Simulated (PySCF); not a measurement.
# C$_{2}$H$_{8}$Ge$_{2}$: a changed input and its effect

System: C$_{2}$H$_{8}$Ge$_{2}$, SMILES C=[CH][GeH2][GeH3].
Method of run 1: TDDFT B97-2/pcseg-1, vertical, gas phase, core orbitals frozen in the response (PySCF 2.14.0).

The geometry comes from this level: GFN2-xTB. Text and figures count atoms from 1; the logs count them from 0 in places.

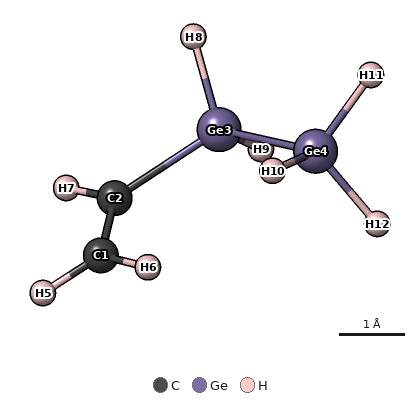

Fig. 1: The input geometry (ball-and-stick view, seen at a tilt; atoms are numbered from 1 in the order of the input). Sticks mark near contacts.

## Input file, run 1
```
{"job": {"kind": "uv", "xc": "B97-2", "basis": "pcseg-1", "nstates": 1, "ntriplets": 2, "tda": false, "scf": {"guess": "atom"}}, "charge": 0, "multiplicity": 1}
C      1.727149    -1.107847     0.189335
C      1.582973     0.153723     0.558743
Ge    -0.114457     1.115896     0.477114
Ge    -1.877016    -0.144154    -0.503587
H      2.671171    -1.630128     0.241543
H      0.891034    -1.681208    -0.188128
H      2.441371     0.698278     0.932578
H      0.121054     2.418462    -0.252472
H     -0.463618     1.567386     1.876182
H     -1.426919    -1.095101    -1.573653
H     -2.920323     0.700219    -1.169182
H     -2.631221    -0.996211     0.473757
```

The first line tells a small driver script what to run in PySCF; the rest is the geometry in Å.

Launched with:
```bash
OMP_NUM_THREADS=1 python <driver script> task.json out
```

Hardware: 1 CPU thread, shared host.

## Output (run 1)
```
final grid: 91472 points
cycle   1  E = -4235.3791874748  dE =  8.875e-01  |g| = 7.901e-01  |ddm| = 3.585e+00
cycle   2  E = -4235.2801053562  dE =  9.908e-02  |g| = 9.574e-01  |ddm| = 1.775e+00
cycle   3  E = -4235.5593005514  dE = -2.792e-01  |g| = 7.226e-02  |ddm| = 1.166e+00
cycle   4  E = -4235.5599090875  dE = -6.085e-04  |g| = 6.398e-02  |ddm| = 1.291e-01
cycle   5  E = -4235.5609621876  dE = -1.053e-03  |g| = 1.299e-02  |ddm| = 6.251e-02
cycle   6  E = -4235.5610177875  dE = -5.560e-05  |g| = 1.649e-03  |ddm| = 1.766e-02
cycle   7  E = -4235.5610187607  dE = -9.732e-07  |g| = 2.877e-04  |ddm| = 2.893e-03
cycle   8  E = -4235.5610187927  dE = -3.197e-08  |g| = 9.224e-05  |ddm| = 5.280e-04
cycle   9  E = -4235.5610187957  dE = -3.044e-09  |g| = 1.231e-05  |ddm| = 1.540e-04
cycle  10  E = -4235.5610187958  dE = -7.094e-11  |g| = 1.360e-06  |ddm| = 2.006e-05
converged SCF energy = -4235.5610187958

Static polarisability (au): isotropic 81.331, principal 61.440 89.995 92.558

Singlet excitations
state   eV       nm        f      main configurations
  1   6.6860    185.4   0.00088   H-1->L 0.79, H-2->L 0.16

Triplet excitations (Tamm-Dancoff, eV): 4.6359 6.2916
```

For run 2 the input was changed thus:
```diff
-"xc": "B97-2"
-"basis": "pcseg-1"
+"xc": "PBE0"
+"basis": "def2-SVPD"
-"ntriplets": 2
+"ntriplets": 5
-"scf": {"guess": "atom"}
```

What does this change do to the results?

The total energies belong to different models, so their difference says nothing on which is more stable or more accurate. The HOMO goes from −7.74 to −8.00 eV. The lowest excitation goes from 6.69 to 6.59 eV. The functional changes from B97-2 to PBE0. The SCF takes 11 iterations against 10. The basis functions go from 122 to 180.

## Output (run 2)
```
coarse grid: 44968 points
cycle   1  E = -4233.7534486471  dE = -1.043e+00  |g| = 5.399e-01  |ddm| = 4.449e+00
cycle   2  E = -4233.7413698903  dE =  1.208e-02  |g| = 5.964e-01  |ddm| = 1.247e+00
cycle   3  E = -4233.7925783653  dE = -5.121e-02  |g| = 3.105e-02  |ddm| = 8.135e-01
cycle   4  E = -4233.7927570256  dE = -1.787e-04  |g| = 2.177e-02  |ddm| = 7.339e-02
cycle   5  E = -4233.7928711860  dE = -1.142e-04  |g| = 6.181e-03  |ddm| = 3.072e-02
cycle   6  E = -4233.7928824544  dE = -1.127e-05  |g| = 1.150e-03  |ddm| = 9.115e-03
cycle   7  E = -4233.7928827295  dE = -2.751e-07  |g| = 1.905e-04  |ddm| = 1.865e-03
final grid: 91472 points
cycle   8  E = -4233.7928797317  dE = -6.023e-08  |g| = 1.954e-04  |ddm| = 7.344e-03
cycle   9  E = -4233.7928797320  dE = -3.029e-10  |g| = 2.211e-04  |ddm| = 7.606e-04
cycle  10  E = -4233.7928797396  dE = -7.519e-09  |g| = 2.161e-05  |ddm| = 2.613e-04
cycle  11  E = -4233.7928797397  dE = -1.055e-10  |g| = 9.623e-06  |ddm| = 3.803e-05
converged SCF energy = -4233.7928797397

Static polarisability (au): isotropic 88.351, principal 70.240 94.626 100.187

Singlet excitations
state   eV       nm        f      main configurations
  1   6.5875    188.2   0.00092   H-1->L 0.72, H-2->L 0.22

Triplet excitations (Tamm-Dancoff, eV): 4.3786 6.0981 6.6452 6.7310 6.8177
```

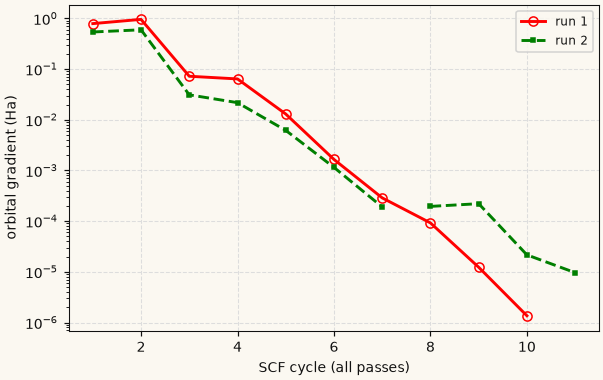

Fig. 2: Convergence of the two runs: orbital gradient against the SCF cycle. A break in a curve parts two SCF passes (coarse and final grid). Run 1 takes 10 cycles in all, and run 2 takes 11.

## The two runs side by side

| quantity | run 1 | run 2 |
| --- | --- | --- |
| outcome | converged | converged |
| total energy (hartree) | −4235.561019 | −4233.792880 |
| HOMO (eV) | −7.74 | −8.00 |
| LUMO (eV) | −0.29 | −0.31 |
| dipole moment (D) | 0.62 | 0.65 |
| lowest excitation (eV) | 6.69 | 6.59 |
| SCF iterations | 10 | 11 |
| basis functions | 122 | 180 |
| wall time (shared host) | 19 s | 23 s |

For both runs: Spin–orbit coupling is left out, which matters for the heavy atoms.
